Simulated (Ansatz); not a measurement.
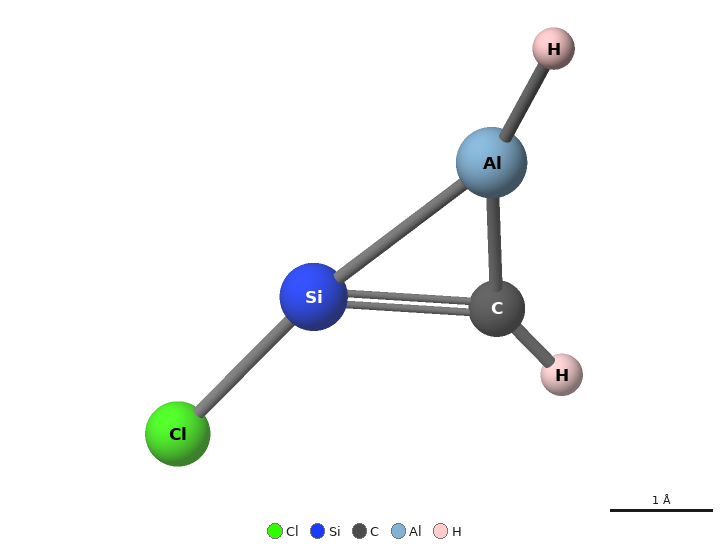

Starting geometry of the run.

Input file:

```yaml
crystal:
  periodic: [false, false, false]
  atoms:
    - {symbol: Cl, position_ang: [-0.128650, -3.068180, 0.725720]}
    - {symbol: Si, position_ang: [-0.517050, -1.076890, 0.202880]}
    - {symbol: C, position_ang: [0.850540, 0.120630, -0.098240]}
    - {symbol: Al, position_ang: [-0.683960, 1.277980, -0.268160]}
    - {symbol: H, position_ang: [1.934610, 0.075330, -0.075730]}
    - {symbol: H, position_ang: [-1.455490, 2.671130, -0.486470]}
basis:
  gaussian: {orbitals: def2-TZVP}
hamiltonian: {xc: pbe0, dispersion: d4}
relax: {f_tol: 0.005, max_steps: 200}
```

It was started with:

```sh
ansatz run in.yaml --threads 2 --pin off --events-out ev --progress --plain --max-ram 4352MiB
```

What the program printed (its end):

```
1083 factors; their error is unknown
mean field -28055.40630963 eV, -1031.0171652414 hartree, gradient 1.9e-5 eV, S^2 0.000000; 1 other end points of the search recorded, 0 dependent functions left out
the calculation of the forces begins
reference -28055.40634052 eV, -1031.0171663768 hartree; 26, 26 occupied and 128, 128 virtual orbitals, 1083 factors
Total energy: -28055.55131668 eV, -1031.0224941523 hartree
Atom 0 at    -0.262300    -3.022081     0.677923 Å, force    -0.000256     0.000175    -0.000096 eV/Å
Atom 1 at    -0.428369    -1.016497     0.243446 Å, force     0.002448     0.000857    -0.000225 eV/Å
Atom 2 at     0.861412     0.108086    -0.063314 Å, force    -0.004519     0.002850    -0.000389 eV/Å
Atom 3 at    -0.681499     1.194386    -0.232014 Å, force    -0.001205    -0.001115     0.000404 eV/Å
Atom 4 at     1.942357     0.180588    -0.128671 Å, force     0.002379    -0.002083     0.000307 eV/Å
Atom 5 at    -1.431601     2.555519    -0.497370 Å, force     0.001153    -0.000685    -0.000001 eV/Å
Dipole moment:    -0.055243     0.390051    -0.083439 e Å
```
